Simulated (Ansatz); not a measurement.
Run report: AlH₂Cl₂F, geometry relaxation (part 1 of 2)

System: AlH₂Cl₂F.
Method: RHF/def2-SVP (Ansatz 0.2.0).

It belongs to a series of runs on one base structure; here: end point A relaxed. Figures and captions count atoms from 1; the log counts them from 0 in places.

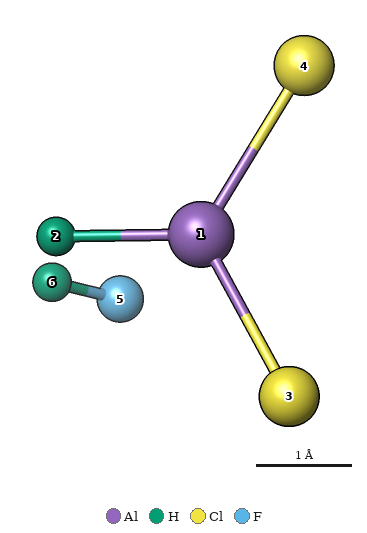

Figure 1. The structure as given in the input (ball-and-stick view, seen at a tilt; atoms are numbered from 1 in the order of the input). Sticks mark near contacts.

### Summary

| quantity | value |
| --- | --- |
| outcome | converged |
| total energy | −34319.8798 eV |
| mean-field energy | −34319.8798 eV |
| largest force (length of the vector) at the end | 0.008 eV/Å |
| hardware | 1 thread of AMD EPYC (Zen 5), 64 GiB of memory available, shared host |
| wall time | 6 s |
| peak memory | 0.18 GiB |

### Input
```yaml
crystal:
  periodic: [false, false, false]
  atoms:
    - { symbol: Al, position_ang: [0.006751, 0.215849, -0.127035] }
    - { symbol: H, position_ang: [0.017182, 0.204697, 1.434248] }
    - { symbol: Cl, position_ang: [1.804627, 0.337432, -1.183988] }
    - { symbol: Cl, position_ang: [-1.807164, 0.270941, -1.161907] }
    - { symbol: F, position_ang: [0.057681, -2.310892, 1.259829] }
    - { symbol: H, position_ang: [0.048724, -1.616527, 1.850852] }
basis:
  gaussian: { orbitals: def2-SVP }
hamiltonian:
  xc: hf
relax:
  f_tol: 0.03
  max_steps: 50
output:
  orbitals: {}
```

Run as:
```bash
ansatz run input.yaml --threads 1 --pin off --max-ram 2048MiB --backend cpu --events-out ev --progress --plain --runs-dir out
```

### Output
```
The last accepted step is kept in [file] (removed where the run ends without a failure and the disk answers)
Engine: ansatz 0.2.0, x86_64-unknown-linux-gnu
Functional definition: HF
  exchange = exact_x
  correlation = 0
762 factors; integrals over basis functions are off by at most 6.2e-4 eV
mean field evaluation 1: about -34317.5676 eV, gradient 2.8e1 eV
mean field evaluation 2: about -34317.5973 eV, gradient 2.8e1 eV
mean field evaluation 4: about -34319.4744 eV, gradient 1.9e0 eV
mean field evaluation 8: about -34319.4922 eV, gradient 6.0e-5 eV
mean field -34319.49221722 eV, -1261.2180763955 hartree, gradient 2.3e-5 eV, S^2 0.000000; 0 other end points of the search recorded, 0 dependent functions left out
the calculation of the forces begins
reference -34319.49221722 eV, -1261.2180763955 hartree; 29, 29 occupied and 49, 49 virtual orbitals, 762 factors
relax step   1: F+E_penalty+E_count = -34319.49221722 eV  Δ(F+E_penalty+E_count) = +0.000e0 eV  max|allowed force component| = 4.827e-1 eV/Å  Δτ_max = 0.0000 Å  (33 SCF iters, accepted)
these checks for a lower state are left out or cut short: starts, cluster_reference, orbital_swaps, neighbouring_geometries, increment
762 factors; integrals over basis functions are off by at most 6.3e-4 eV
mean field evaluation 16: about -34319.4773 eV, gradient 3.6e-3 eV
mean field -34319.47734329 eV, -1261.2175297888 hartree, gradient 4.2e-5 eV, S^2 0.000000; 0 other end points of the search recorded, 0 dependent functions left out
the calculation of the forces begins
reference -34319.47734329 eV, -1261.2175297888 hartree; 29, 29 occupied and 49, 49 virtual orbitals, 762 factors
relax step   2: F+E_penalty+E_count = -34319.47734329 eV  Δ(F+E_penalty+E_count) = +1.487e-2 eV  max|allowed force component| = 2.907e0 eV/Å  Δτ_max = 0.1970 Å  (32 SCF iters, rejected (line search))
these checks for a lower state are left out or cut short: starts, cluster_reference, orbital_swaps, neighbouring_geometries, increment
762 factors; integrals over basis functions are off by at most 6.3e-4 eV
mean field -34319.54793107 eV, -1261.2201238416 hartree, gradient 4.0e-5 eV, S^2 0.000000; 0 other end points of the search recorded, 0 dependent functions left out
the calculation of the forces begins
reference -34319.54793107 eV, -1261.2201238416 hartree; 29, 29 occupied and 49, 49 virtual orbitals, 762 factors
relax step   3: F+E_penalty+E_count = -34319.54793107 eV  Δ(F+E_penalty+E_count) = -5.571e-2 eV  max|allowed force component| = 9.280e-1 eV/Å  Δτ_max = 0.0976 Å  (32 SCF iters, accepted)
these checks for a lower state are left out or cut short: starts, cluster_reference, orbital_swaps, neighbouring_geometries, increment
762 factors; integrals over basis functions are off by at most 6.3e-4 eV
mean field evaluation 32: about -34319.5909 eV, gradient 4.0e-5 eV
mean field -34319.59094556 eV, -1261.2217045951 hartree, gradient 4.0e-5 eV, S^2 0.000000; 0 other end points of the search recorded, 0 dependent functions left out
the calculation of the forces begins
reference -34319.59094556 eV, -1261.2217045951 hartree; 29, 29 occupied and 49, 49 virtual orbitals, 762 factors
relax step   4: F+E_penalty+E_count = -34319.59094556 eV  Δ(F+E_penalty+E_count) = -4.301e-2 eV  max|allowed force component| = 1.104e0 eV/Å  Δτ_max = 0.0954 Å  (32 SCF iters, accepted)
these checks for a lower state are left out or cut short: starts, cluster_reference, orbital_swaps, neighbouring_geometries, increment
762 factors; integrals over basis functions are off by at most 6.1e-4 eV
mean field -34319.65747244 eV, -1261.2241494130 hartree, gradient 4.0e-5 eV, S^2 0.000000; 0 other end points of the search recorded, 0 dependent functions left out
the calculation of the forces begins
reference -34319.65747244 eV, -1261.2241494130 hartree; 29, 29 occupied and 49, 49 virtual orbitals, 762 factors
relax step   5: F+E_penalty+E_count = -34319.65747244 eV  Δ(F+E_penalty+E_count) = -6.653e-2 eV  max|allowed force component| = 6.652e-1 eV/Å  Δτ_max = 0.0960 Å  (31 SCF iters, accepted)
these checks for a lower state are left out or cut short: starts, cluster_reference, orbital_swaps, neighbouring_geometries, increment
762 factors; integrals over basis functions are off by at most 5.9e-4 eV
mean field -34319.77089626 eV, -1261.2283176613 hartree, gradient 4.3e-5 eV, S^2 0.000000; 0 other end points of the search recorded, 0 dependent functions left out
the calculation of the forces begins
reference -34319.77089626 eV, -1261.2283176613 hartree; 29, 29 occupied and 49, 49 virtual orbitals, 762 factors
relax step   6: F+E_penalty+E_count = -34319.77089626 eV  Δ(F+E_penalty+E_count) = -1.134e-1 eV  max|allowed force component| = 9.180e-1 eV/Å  Δτ_max = 0.1947 Å  (31 SCF iters, accepted)
these checks for a lower state are left out or cut short: starts, cluster_reference, orbital_swaps, neighbouring_geometries, increment
762 factors; integrals over basis functions are off by at most 5.6e-4 eV
mean field -34319.84711760 eV, -1261.2311187441 hartree, gradient 4.4e-5 eV, S^2 0.000000; 0 other end points of the search recorded, 0 dependent functions left out
the calculation of the forces begins
reference -34319.84711760 eV, -1261.2311187441 hartree; 29, 29 occupied and 49, 49 virtual orbitals, 762 factors
relax step   7: F+E_penalty+E_count = -34319.84711760 eV  Δ(F+E_penalty+E_count) = -7.622e-2 eV  max|allowed force component| = 1.163e0 eV/Å  Δτ_max = 0.1949 Å  (30 SCF iters, accepted)
these checks for a lower state are left out or cut short: starts, cluster_reference, orbital_swaps, neighbouring_geometries, increment
762 factors; integrals over basis functions are off by at most 6.3e-4 eV
mean field -34319.86250509 eV, -1261.2316842238 hartree, gradient 4.0e-5 eV, S^2 0.000000; 0 other end points of the search recorded, 0 dependent functions left out
the calculation of the forces begins
reference -34319.86250509 eV, -1261.2316842238 hartree; 29, 29 occupied and 49, 49 virtual orbitals, 762 factors
relax step   8: F+E_penalty+E_count = -34319.86250509 eV  Δ(F+E_penalty+E_count) = -1.539e-2 eV  max|allowed force component| = 3.490e-1 eV/Å  Δτ_max = 0.0872 Å  (31 SCF iters, accepted)
these checks for a lower state are left out or cut short: starts, cluster_reference, orbital_swaps, neighbouring_geometries, increment
762 factors; integrals over basis functions are off by at most 8.0e-4 eV
mean field evaluation 64: about -34319.8789 eV, gradient 1.9e-4 eV
mean field -34319.87888155 eV, -1261.2322860474 hartree, gradient 4.2e-5 eV, S^2 0.000000; 0 other end points of the search recorded, 0 dependent functions left out
the calculation of the forces begins
reference -34319.87888155 eV, -1261.2322860474 hartree; 29, 29 occupied and 49, 49 virtual orbitals, 762 factors
relax step   9: F+E_penalty+E_count = -34319.87888155 eV  Δ(F+E_penalty+E_count) = -1.638e-2 eV  max|allowed force component| = 7.642e-2 eV/Å  Δτ_max = 0.1275 Å  (32 SCF iters, accepted)
these checks for a lower state are left out or cut short: starts, cluster_reference, orbital_swaps, neighbouring_geometries, increment
762 factors; integrals over basis functions are off by at most 7.4e-4 eV
mean field -34319.87943182 eV, -1261.2323062696 hartree, gradient 4.2e-5 eV, S^2 0.000000; 0 other end points of the search recorded, 0 dependent functions left out
the calculation of the forces begins
reference -34319.87943182 eV, -1261.2323062696 hartree; 29, 29 occupied and 49, 49 virtual orbitals, 762 factors
relax step  10: F+E_penalty+E_count = -34319.87943182 eV  Δ(F+E_penalty+E_count) = -5.503e-4 eV  max|allowed force component| = 4.171e-2 eV/Å  Δτ_max = 0.0281 Å  (31 SCF iters, accepted)
these checks for a lower state are left out or cut short: starts, cluster_reference, orbital_swaps, neighbouring_geometries, increment
762 factors; integrals over basis functions are off by at most 7.5e-4 eV
mean field -34319.87963024 eV, -1261.2323135612 hartree, gradient 2.0e-5 eV, S^2 0.000000; 0 other end points of the search recorded, 0 dependent functions left out
the calculation of the forces begins
reference -34319.87963024 eV, -1261.2323135612 hartree; 29, 29 occupied and 49, 49 virtual orbitals, 762 factors
relax step  11: F+E_penalty+E_count = -34319.87963024 eV  Δ(F+E_penalty+E_count) = -1.984e-4 eV  max|allowed force component| = 3.683e-2 eV/Å  Δτ_max = 0.0176 Å  (25 SCF iters, accepted)
these checks for a lower state are left out or cut short: starts, cluster_reference, orbital_swaps, neighbouring_geometries, increment
762 factors; integrals over basis functions are off by at most 7.5e-4 eV
mean field -34319.87978082 eV, -1261.2323190950 hartree, gradient 2.2e-5 eV, S^2 0.000000; 0 other end points of the search recorded, 0 dependent functions left out
the calculation of the forces begins
reference -34319.87978082 eV, -1261.2323190950 hartree; 29, 29 occupied and 49, 49 virtual orbitals, 762 factors
relax step  12: F+E_penalty+E_count = -34319.87978082 eV  Δ(F+E_penalty+E_count) = -1.506e-4 eV  max|allowed force component| = 7.572e-3 eV/Å  Δτ_max = 0.0078 Å  (24 SCF iters, accepted)
762 factors; integrals over basis functions are off by at most 7.5e-4 eV
mean field evaluation 96: about -34319.8798 eV, gradient 4.8e-5 eV
```

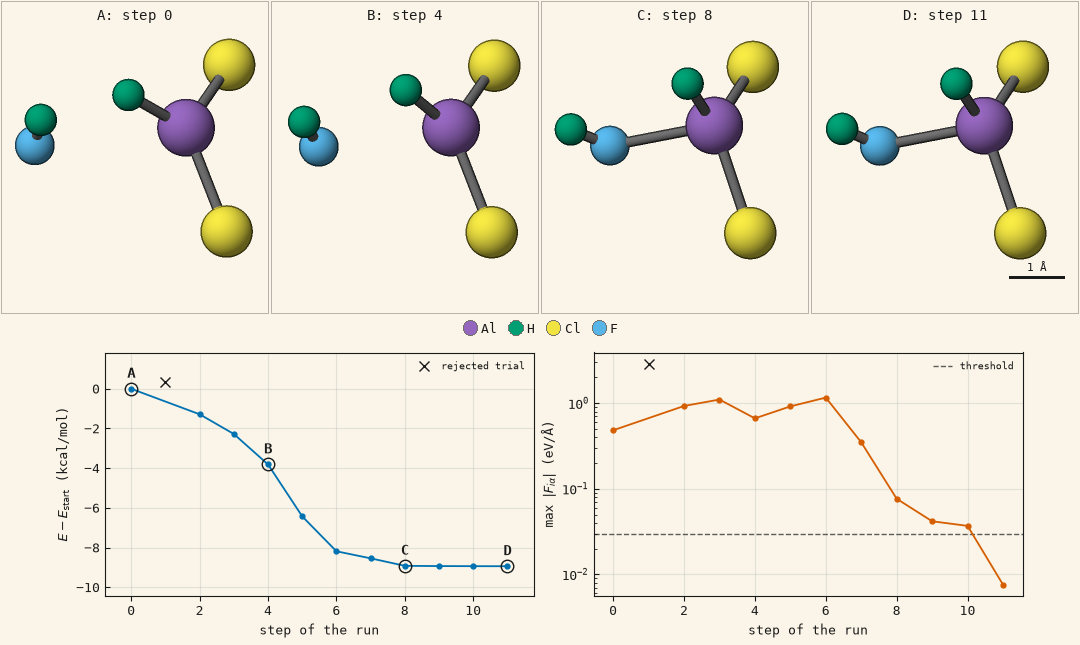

Figure 2. Frames of the relaxation (ball-and-stick view, seen at a tilt) above the curves, on which the letters mark them (the first geometry is step 0 here and step 1 in the log).

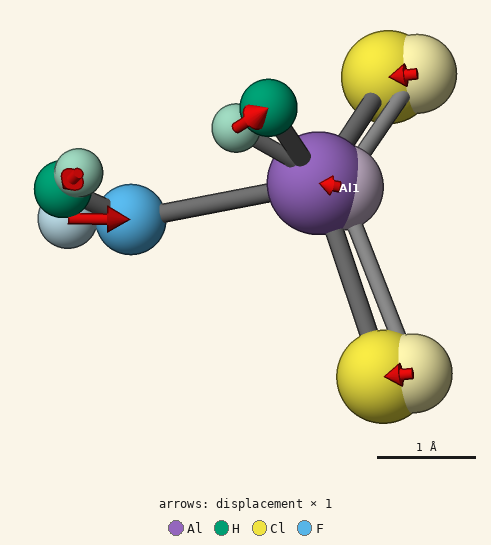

Figure 3. Start (faint) and end (solid) with the displacements as red arrows, at true length (ball-and-stick view, seen at a tilt). The two geometries are laid on each other by the best rigid fit. The atom that moves furthest after the best rigid fit is F5 (0.65 Å). Largest moves by element: F 0.65 Å, H 0.52 Å, Cl 0.31 Å, Al 0.23 Å. Distances before and after: Al1–F5 2.883 → 2.075 Å, Al1–Cl3 2.089 → 2.112 Å, Al1–H2 1.561 → 1.566 Å. New bonds form: Al1–F5 (2.88 → 2.08 Å). Among the angles that change: Cl3–Al1–Cl4 119.7° → 117.6°. The energy falls by 8.94 kcal/mol in 11 geometry steps. Largest force component: 0.48 eV/Å at the start, 0.0076 eV/Å at the end. The line search rejected the trial step at point 1 (counted from 0) and went back. (Atoms are counted from 1 in the order of the input.)
